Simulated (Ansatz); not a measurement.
## Heat carried by phonons in ZnSe (Stilleite, F-43m)

Aim: the lattice thermal conductivity of ZnSe (Stilleite) against temperature, and which phonons carry it.

Measurements to reproduce:
- thermal conductivity 19 W/m/K near room temperature (given in “Combining the AFLOW GIBBS and Elastic Libraries to efficiently and robustly screen thermo-mechanical properties of solids”, 2017, arXiv:1611.05714)

Method: DFT LDA, scalar-relativistic, plane waves, PAW; PAW set soft_1, in Ansatz 0.2.0.

### Step 1. Starting point

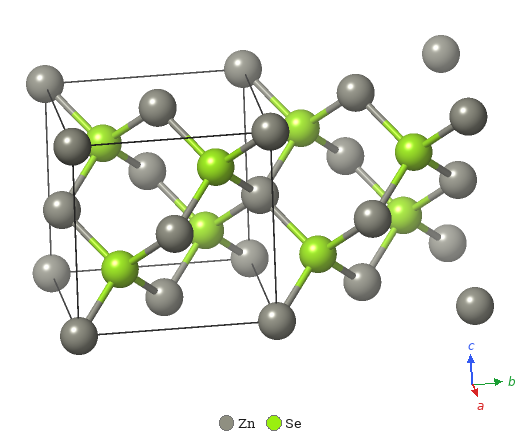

Start, viewed slightly off an axis; zinc grey, selenium green. 1×2×1 cells are drawn. This picture shows the conventional cell, with its axes. Bonds to atoms that aren't drawn are left out. Some periodic images of atoms are drawn too.

Structure file:

```cif
data_structure
_symmetry_space_group_name_H-M 'P 1'
_symmetry_Int_Tables_number 1
_cell_length_a 4.0076
_cell_length_b 4.0076
_cell_length_c 4.0076
_cell_angle_alpha 60.000
_cell_angle_beta 60.000
_cell_angle_gamma 60.000
_cell_volume 45.51
loop_
_atom_site_label
_atom_site_type_symbol
_atom_site_fract_x
_atom_site_fract_y
_atom_site_fract_z
_atom_site_occupancy
Zn1 Zn 0.00000 0.00000 0.00000 1
Se2 Se 0.25000 0.25000 0.25000 1
```

### Step 2. A first coarse run

Before spending time, one coarse run tells the gap and the pressure of the starting cell.

input.yaml

```yaml
crystal:
  lattice:
    - [0.0, 2.8338, 2.8338]
    - [2.8338, 0.0, 2.8338]
    - [2.8338, 2.8338, 0.0]
  atoms:
    - { symbol: Zn, position: [0.0, 0.0, 0.0] }
    - { symbol: Se, position: [0.25, 0.25, 0.25] }
kpoints:
  mp_grid: { grid: [6, 6, 6] }
hamiltonian:
  xc: lda
  pseudopotentials: { kind: paw, azcp: { folder: soft_1 }, xc_functional: pbe }
scf:
  occupations: { method: gaussian, width: 0.1 }
  lower_state_search: "off"
output:
  forces: true
  stress: true
  eigenvalues: true
```

Command:

```bash
> ansatz run input.yaml --threads 18 --pin off --max-ram 92160MiB --backend cuda --events-out ev --progress --plain --runs-dir out --max-vram 78GiB
```

Numbers of over 12 decimals in the logs are rounded to 6 here.

The program printed:

```text
Engine: ansatz 0.2.0, aarch64-unknown-linux-gnu
Pseudopotentials: kind: paw
Pseudopotential: Zn, paw, valence charge 12, recommended cutoff 420 eV (normal), soft_1/Zn.paw.azcp
Pseudopotential: Se, paw, valence charge 16, recommended cutoff 420 eV (normal), soft_1/Se.paw.azcp
Functional definition: SPW92
  exchange = slater_x
  correlation = pw_c
device memory: the entry about to start is reckoned to put 0.7 GiB on a device that reports 182.5 GiB free (of which the cap on the GPU budget leaves the run 78.0 GiB)
GPU FFT provider: cuFFT
GPU libraries: cuBLAS 13.8.1, cuFFT 12.4.0, cuSOLVER 12.3.2
GPU matrix products: emulated (plane waves: as basis.precision tells), large ones in fixed point in workspaces of 1.00 GiB
Crystal: 2 atoms, lattice volume = 45.513 Å³
Basis set: ecut = 420 eV, 893 PW (Γ)
Bands: 18, of which v1, the nominal top of the filled ones, is band 14 counted from 1 (13 counted from 0)
Symmetry: 24 space group operations
Space group: F-43m (ITA 216), of the structure as read, at distance tolerance 3.6e-5 Å
k-points: 16 of 216 (time reversal used)
Non-local potential: Zn, projectors of the file, l = 0: 2, l = 1: 2, l = 2: 3, l = 3: 1
Non-local potential: Se, projectors of the file, l = 0: 2, l = 1: 2, l = 2: 3, l = 3: 1
PAW form: soft (Blöchl's): semilocal exchange-correlation on the pseudo side does not see the compensation charge
PAW frozen core: Zn, regenerated for the run's functional, and the local potential with it (the file was generated under x = pbe(κ = 0.804, μ = 0.219515), c = pbe(β = 0.066725))
PAW frozen core: Se, regenerated for the run's functional, and the local potential with it (the file was generated under x = pbe(κ = 0.804, μ = 0.219515), c = pbe(β = 0.066725))
PAW one-centre angular grid: Zn, 590 points (default); XC on 64 Gauss nodes
PAW one-centre angular grid: Se, 590 points (default); XC on 64 Gauss nodes
Initial density: superposition of atomic densities (chi_scale 0.1, normalization cell, long waves kept (reshape's long-wave potential 0.00 eV rms))
Initial wavefunctions: pseudopotential atomic-orbital guess
GPU buffer pool allocated for 19683 grid points (all kernels)
GPU transforms: local potential and band sums: pruned to the plane-wave sphere, on 25×27×27
Functional: x = slater, c = lda
SCF iter   1: F=—  HF=-8631.186185 eV  |F-HF|=—  |Δ(HF+E_count)|=         —  Δρ=5.91e-2  dr2=1.02e0  ethr=3.10e-3  ⟨swp⟩=5.6  Hψ=1587  notcnv=0
preconditioner: auto → none  [insulator: Δε(μ)=0.970 eV  Ē_g=12.766 eV  σ=0.100 eV  W_gap=1.00  n_scr=14 (ndim 8)  ℏωp=23.4 eV  f_vac=0.060  D(μ)=0.00/eV (n_scr^D=0)  ε∞_Penn≈4.3]
SCF iter   2: F=—  HF=-8630.925208 eV  |F-HF|=—  |Δ(HF+E_count)|=   2.61e-1  Δρ=2.61e-2  dr2=1.98e-1  ethr=3.10e-3  ⟨swp⟩=3.0  Hψ=665  notcnv=0
SCF iter   3: F=—  HF=-8630.835457 eV  |F-HF|=—  |Δ(HF+E_count)|=   8.98e-2  Δρ=1.14e-2  dr2=3.08e-2  ethr=7.06e-4  ⟨swp⟩=2.1  Hψ=609  notcnv=0
SCF iter   4: F=—  HF=-8630.827561 eV  |F-HF|=—  |Δ(HF+E_count)|=   7.90e-3  Δρ=2.78e-3  dr2=1.95e-3  ethr=1.10e-4  ⟨swp⟩=2.0  Hψ=607  notcnv=0
SCF iter   5: F=—  HF=-8630.827815 eV  |F-HF|=—  |Δ(HF+E_count)|=   2.54e-4  Δρ=1.04e-3  dr2=3.26e-4  ethr=6.95e-6  ⟨swp⟩=2.0  Hψ=475  notcnv=0
SCF iter   6: F=—  HF=-8630.827911 eV  |F-HF|=—  |Δ(HF+E_count)|=   9.60e-5  Δρ=5.21e-5  dr2=9.44e-7  ethr=1.17e-6  ⟨swp⟩=2.8  Hψ=506  notcnv=0
SCF iter   7: F=—  HF=-8630.827929 eV  |F-HF|=—  |Δ(HF+E_count)|=   1.86e-5  Δρ=2.10e-5  dr2=1.74e-7  ethr=3.57e-10  ⟨swp⟩=7.1  Hψ=1816  notcnv=0
SCF iter   8: F=-8630.827929 eV  HF=-8630.827929 eV  |F-HF|=6.99e-9  |Δ(HF+E_count)|=   6.52e-8  Δρ=6.56e-6  dr2=1.01e-8  ethr=3.57e-10  ⟨swp⟩=5.4  Hψ=1341  notcnv=0
SCF 1 converged in 8 iterations: F = -8630.827929 eV  dr2 = 1.01e-8
  greatest PAW one-centre occupation: 1.000 electrons in one spin orbital (limit 2), on the Se atom at site 1 (counted from 0), in its partial waves of l = 2
SCF converged after 8 iterations
Free energy (F): -8630.827929 eV
Harris-Foulkes:  -8630.827929 eV  (|F-HF|=6.99e-9)
Internal energy: -8630.827929 eV  (E = F + TS)
E sigma→0 (E₀):  -8630.827929 eV
Fermi energy:    6.738807 eV
--- Per-component energies (eV) ---
  E_band       = -400.729051
  E_kinetic    = 259.084132
  E_local      = -4849.670624  (includes V_loc(G=0)·N_el)
  E_nonlocal   = 472.096634
  E_hartree    = 2238.487581
  E_xc         = -162.341328
  E_vxc        = -141.997820  (∫ρ·V_xc dr)
  E_paw        = -3871.315315  (= ΣΔE_a)
  E_vpaw       = -617.220267  (= ΣTr[D̂ρ^β])
  E_aug_tail   = -0.000667  (compensation charges beyond the density's cutoff)
  E_ewald      = -2720.942845
  E_core_change = 3.774503  (= ΣΔE_core)
  E_smearing   = -0.000000  (= −TS)
  E_closure    = 0.000000  (closes the sum)
  Σ components = -8630.827929   (vs F -8630.827929, Δ=0.00e0)
--- Forces (eV/Å), atoms counted from 1 ---
  atom   1  Zn     0.00000000    -0.00000000     0.00000000
  atom   2  Se    -0.00000000     0.00000000     0.00000000
  max |Σ_I F_I| component: 1.90e-16 eV/Å
--- Stress (GPa, compression-positive) ---
       -3.378360      -0.000000      -0.000000
       -0.000000      -3.378360       0.000000
       -0.000000       0.000000      -3.378360
  P = ⅓ Tr σ = -3.3784 GPa (-33.784 kbar)
--- Band table (eV; the first three rows and the last of 16) ---
  k-point 0: bands = [... 10 lower, -0.0824, 6.2204, 6.2204, 6.2204, 7.2467, 11.9309, 11.9309, 11.9309]
  k-point 1: bands = [... 10 lower, -0.0842, 4.2441, 5.9650, 5.9650, 8.5734, 11.9525, 12.3340, 12.3340]
  k-point 2: bands = [... 10 lower, -0.0762, 2.0888, 5.5343, 5.5343, 8.7068, 12.6086, 12.6086, 13.5928]
  k-point 15: bands = [... 10 lower, 0.1891, 1.4451, 3.5624, 3.6354, 10.5360, 10.9037, 14.3338, 14.6703]
```

Elapsed: 0.76 s, on 1 × NVIDIA GB200 with 18 threads of Arm Neoverse V2, shared host; peak memory 1.1 GiB.

In the SCF lines HF is the Harris–Foulkes energy and dr2 the Hartree energy of the density residual, in eV; the loop may stop once dr2 is under the threshold and the program's other checks hold. Hψ counts applications of the Hamiltonian.

This step gave:

* pressure: -3.378 GPa
* gap on the k-mesh: 1.026 eV
* volume per atom: 22.76 Å³/atom

The start is under -3.4 GPa at this level and looks like an insulator or semiconductor on this mesh.

### Step 3. Relaxation

Phonons are second derivatives about a minimum, so cell and atoms are relaxed first, inside the symmetry of the start.

input.yaml, the sections that differ from step 2:

```yaml
kpoints:
  mp_grid: { grid: [8, 8, 8] }
scf:
  occupations: { method: gaussian, width: 0.02 }
  lower_state_search: "off"
relax:
  adjacent_minimum: "off"
  f_tol: 0.005
  max_steps: 80
  cell: { stress_tol: 0.05 }
# crystal, hamiltonian, output: as in step 2
```

The program printed:

```text
[...]
Crystal: 2 atoms, lattice volume = 45.513 Å³
Basis set: ecut = 420 eV, 893 PW (Γ)
Bands: 18, of which v1, the nominal top of the filled ones, is band 14 counted from 1 (13 counted from 0)
Symmetry: 24 space group operations
[...]
k-points: 29 of 512 (time reversal used)
[...]
SCF iter   1: F=—  HF=-8631.193075 eV  |F-HF|=—  |Δ(HF+E_count)|=         —  Δρ=5.91e-2  dr2=1.03e0  ethr=3.10e-3  ⟨swp⟩=6.0  Hψ=2830  notcnv=0
[...]
SCF iter   2: F=—  HF=-8630.931902 eV  |F-HF|=—  |Δ(HF+E_count)|=   2.61e-1  Δρ=2.61e-2  dr2=1.99e-1  ethr=3.10e-3  ⟨swp⟩=3.0  Hψ=1208  notcnv=0
[...]
SCF iter   8: F=-8630.834059 eV  HF=-8630.834059 eV  |F-HF|=8.42e-9  |Δ(HF+E_count)|=   7.49e-8  Δρ=7.10e-6  dr2=1.20e-8  ethr=3.57e-10  ⟨swp⟩=5.6  Hψ=2368  notcnv=0
SCF 1 converged in 8 iterations: F = -8630.834059 eV  dr2 = 1.20e-8
[...]
relax step   1: F+E_penalty+E_count = -8630.83405861 eV  Δ(F+E_penalty+E_count) = +0.000e0 eV  max|allowed force component| = 1.180e-16 eV/Å  Δτ_max = 0.0000 Å  P = -3.400 GPa  Ω = 45.513 Å³  (8 SCF iters, dr2 threshold 1.00e-7 eV, accepted)
[...]
Crystal: 2 atoms, lattice volume = 43.678 Å³
Basis set: ecut = 420 eV, 869 PW (Γ)
[...]
iter 1 solved again at ethr=3.73e-6 eV; its pass at ethr=3.10e-3 eV (dr2=1.04e-3 eV) is discarded
[...]
SCF iter   2: F=—  HF=-8630.859507 eV  |F-HF|=—  |Δ(HF+E_count)|=   2.98e-4  Δρ=7.18e-4  dr2=1.57e-4  ethr=3.67e-6  ⟨swp⟩=2.8  Hψ=853  notcnv=0
[...]
SCF iter   5: F=-8630.859497 eV  HF=-8630.859497 eV  |F-HF|=6.12e-9  |Δ(HF+E_count)|=   6.86e-8  Δρ=1.07e-5  dr2=3.64e-8  ethr=7.14e-10  ⟨swp⟩=6.2  Hψ=2499  notcnv=0
SCF 2 converged in 5 iterations: F = -8630.859497 eV  dr2 = 3.64e-8
relax step   2: F+E_penalty+E_count = -8630.85949726 eV  Δ(F+E_penalty+E_count) = -2.544e-2 eV  max|allowed force component| = 3.498e-17 eV/Å  Δτ_max = 0.0000 Å  P = -0.866 GPa  Ω = 43.678 Å³  energy of the carried Pulay correction = +4.408e-4 eV  (5 SCF iters, dr2 threshold 2.00e-7 eV, accepted)
[...]
Crystal: 2 atoms, lattice volume = 43.085 Å³
[...]
SCF iter   4: F=-8630.861102 eV  HF=-8630.861102 eV  |F-HF|=4.86e-8  |Δ(HF+E_count)|=   2.78e-6  Δρ=2.66e-5  dr2=1.62e-7  ethr=7.14e-10  ⟨swp⟩=4.3  Hψ=2985  notcnv=0
SCF 3 converged in 4 iterations: F = -8630.861102 eV  dr2 = 1.62e-7
relax step   3: F+E_penalty+E_count = -8630.86110184 eV  Δ(F+E_penalty+E_count) = -1.605e-3 eV  max|allowed force component| = 2.111e-17 eV/Å  Δτ_max = 0.0000 Å  P = +0.091 GPa  Ω = 43.085 Å³  energy of the carried Pulay correction = +5.874e-4 eV  (4 SCF iters, dr2 threshold 2.00e-7 eV, accepted)
[...]
relax step   4: F+E_penalty+E_count = -8630.86110360 eV  Δ(F+E_penalty+E_count) = -1.760e-6 eV  max|allowed force component| = 2.978e-17 eV/Å  Δτ_max = 0.0000 Å  P = -0.002 GPa  Ω = 43.141 Å³  energy of the carried Pulay correction = +5.735e-4 eV  (4 SCF iters, dr2 threshold 2.07e-8 eV, accepted)
[...]
SCF iter   1: F=—  HF=-8630.860446 eV  |F-HF|=—  |Δ(HF+E_count)|=         —  Δρ=9.13e-5  dr2=1.14e-6  ethr=9.48e-8  ⟨swp⟩=3.5  Hψ=4525  notcnv=0
[...]
SCF iter   2: F=—  HF=-8630.860506 eV  |F-HF|=—  |Δ(HF+E_count)|=   5.93e-5  Δρ=1.08e-4  dr2=2.14e-6  ethr=4.08e-9  ⟨swp⟩=2.0  Hψ=916  notcnv=0
[...]
SCF iter   6: F=-8630.860505 eV  HF=-8630.860505 eV  |F-HF|=1.82e-12  |Δ(HF+E_count)|=  5.09e-11  Δρ=1.39e-7  dr2=4.17e-12  ethr=1.00e-12  ⟨swp⟩=4.7  Hψ=2734  notcnv=0
SCF 5 converged in 6 iterations: F = -8630.860505 eV  dr2 = 4.17e-12
relax step   5: F+E_penalty+E_count = -8630.86050545 eV  Δ(F+E_penalty+E_count) = +5.982e-4 eV  max|allowed force component| = 2.920e-17 eV/Å  Δτ_max = 0.0000 Å  P = -0.001 GPa  Ω = 43.141 Å³  stress off target by 1.33e-3 GPa  SCF on the basis re-selected at this cell (its energy is not comparable with the rows above)  (6 SCF iters)
basis re-selected at this cell: Δ(F+E_penalty+E_count) = +5.982e-4 eV, ΔP = +0.000 GPa vs the last step (what re-selecting the basis moved, of the pressure what is left beyond the Pulay correction that the steps carried, after the strain that the cell walked since its last selection, with what the two solves' SCF thresholds leave and, on support functions, any second-order correction that the steps lacked; it is no m [...]
SCF converged after 6 iterations
Free energy (F): -8630.860505 eV
[...]
Internal energy: -8630.860505 eV  (E = F + TS)
E sigma→0 (E₀):  -8630.860505 eV
Fermi energy:    7.581287 eV
[...]
--- Stress (GPa, compression-positive) ---
       -0.001332      -0.000000      -0.000000
       -0.000000      -0.001332       0.000000
       -0.000000       0.000000      -0.001332
  P = ⅓ Tr σ = -0.0013 GPa (-0.013 kbar)
--- Band table (eV; the first three rows and the last of 29) ---
  k-point 0: bands = [... 10 lower, 0.5018, 6.9580, 6.9580, 6.9580, 8.2043, 12.6540, 12.6540, 12.6540]
  k-point 1: bands = [... 10 lower, 0.5000, 5.5432, 6.7882, 6.7882, 9.2300, 12.6069, 12.9272, 12.9272]
  k-point 2: bands = [... 10 lower, 0.5015, 3.7030, 6.4295, 6.4295, 9.6493, 13.3241, 13.3241, 13.5120]
  k-point 28: bands = [... 10 lower, 0.8476, 1.9407, 3.9332, 4.0000, 12.3062, 12.6439, 13.8860, 14.5191]
--- Relaxed structure (4 steps of the walk, 4 accepted, 1 SCFs on fresh bases) ---
  F+E_penalty+E_count = -8630.86050545 eV   max|allowed force component| = 2.920e-17 eV/Å   (the final SCF, on the basis selected at the relaxed cell)
  cell:  # Å, volume = 43.1406 Å³
    - [0, 2.783676, 2.783676]
    - [2.783676, 0, 2.783676]
    - [2.783676, 2.783676, 0]
  atoms:
    - { symbol: Zn, position: [0, 0, 0] }
    - { symbol: Se, position: [0.25, 0.25, 0.25] }
```

The job ended after 2.8 s (1 × NVIDIA GB200 with 18 threads; peak memory 1.1 GiB).

The steps of the relaxation:

| step | energy less that of the first step (eV) | largest force component (eV/Å) | pressure (GPa) | volume (Å³) |
| --- | --- | --- | --- | --- |
| 1 | 0.0000 | 0.0000 | -3.40 | 45.51 |
| 2 | -0.0254 | 0.0000 | -0.87 | 43.68 |
| 3 | -0.0270 | 0.0000 | 0.09 | 43.08 |
| 4 | -0.0270 | 0.0000 | 0.00 | 43.14 |
| 5* | -0.0264 | 0.0000 | 0.00 | 43.14 |

Relaxation steps marked * repeat the geometry before them on a plane-wave basis chosen anew for their cell, so energy and pressure can jump there.

The run keeps the 24 symmetry operations that it works with, so distortions that break them were not tested.

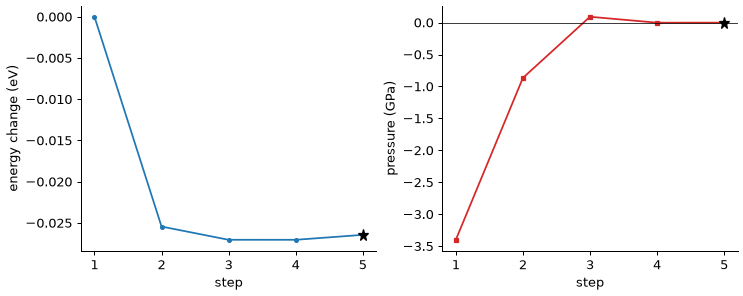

Energy and pressure along the relaxation. Stars mark steps on a basis chosen anew.

| conventional cell, symmetrised | before | after | change |
| --- | --- | --- | --- |
| a (Å) | 5.668 | 5.567 | -1.8 % |
| b (Å) | 5.668 | 5.567 | -1.8 % |
| c (Å) | 5.668 | 5.567 | -1.8 % |
| volume (Å³/atom) | 22.76 | 21.57 | -5.2 % |

Final coordinates:

```
Zn Se
1.0
     0.00000    2.78368    2.78368
     2.78368    0.00000    2.78368
     2.78368    2.78368    0.00000
Zn Se
1 1
Direct
  0.00000 0.00000 0.00000
  0.25000 0.25000 0.25000
```

Numbers from this step:

```
pressure          : -0.001332 GPa
gap on the k-mesh : 1.246 eV
volume per atom   : 21.57 Å³/atom
```

The relaxation ends with a pressure of 0.00 GPa.

### Step 4. Tight relaxation

The thresholds are tightened for a last relaxation ahead of the phonons, and where mesh or smearing change with them the cell follows.

input.yaml, the sections that differ from step 3:

```yaml
crystal:
  lattice:
    - [0.0, 2.7836755404, 2.7836755404]
    - [2.7836755404, 0.0, 2.7836755404]
    - [2.7836755404, 2.7836755404, 0.0]
  atoms:
    - { symbol: Zn, position: [0.0, 0.0, 0.0] }
    - { symbol: Se, position: [0.25, 0.25, 0.25] }
kpoints:
  mp_grid: { grid: [9, 9, 9] }
scf:
  occupations: { method: fixed }
  lower_state_search: "off"
relax:
  adjacent_minimum: "off"
  f_tol: 0.001
  max_steps: 60
  cell: { stress_tol: 0.01 }
# hamiltonian, output: as in step 3
```

The program printed:

```text
[...]
GPU FFT provider: cuFFT
GPU libraries: cuBLAS 13.8.1, cuFFT 12.4.0, cuSOLVER 12.3.2
[...]
Crystal: 2 atoms, lattice volume = 43.141 Å³
Basis set: ecut = 420 eV, 869 PW (Γ)
Bands: 18, of which v1, the nominal top of the filled ones, is band 14 counted from 1 (13 counted from 0)
Symmetry: 24 space group operations
[...]
k-point 34: bands = [... 10 lower, 0.8096, 1.9697, 3.7866, 4.3500, 12.1194, 12.4612, 13.6598, 15.3368]
--- Relaxed structure (1 steps of the walk, 1 accepted, 1 SCFs on fresh bases) ---
[...]
cell:  # Å, volume = 43.1406 Å³
    - [0.0, 2.7836755404, 2.7836755404]
    - [2.7836755404, 0.0, 2.7836755404]
    - [2.7836755404, 2.7836755404, 0.0]
  atoms:
    - { symbol: Zn, position: [0.0, 0.0, 0.0] }
    - { symbol: Se, position: [0.25, 0.25, 0.25] }
[key lines of the parts left out:]
SCF converged after 6 iterations
Free energy (F): -8630.861102 eV
Fermi energy:    6.957499 eV
P = ⅓ Tr σ = -0.0024 GPa (-0.024 kbar)
```

It took 1.7 s on 1 × NVIDIA GB200 with 18 threads; peak memory 1.1 GiB; 2.9 s of CPU time.

Little changed from the start: no atom moved by 0.005 Å and no cell edge by 0.1 %.

Numbers from this step:

| Property | Result |
| --- | --- |
| pressure | -0.002393 GPa |
| gap on the k-mesh | 1.247 eV |

The residual pressure is -0.0024 GPa, small enough for phonons.

[end of part 1 of 3]

[Logs are printed without paths, hosts, clocks, repeated set-up lines and the standing remarks that a program may print on its own settings, such as how far it seeks lower states.]

[Hosts, paths, dates, database ids (printed as entryN), source tags and the programs' standing remarks are cut or masked in the printed files.]

[A step with changed settings may run another functional than the one named; its input shows which.]
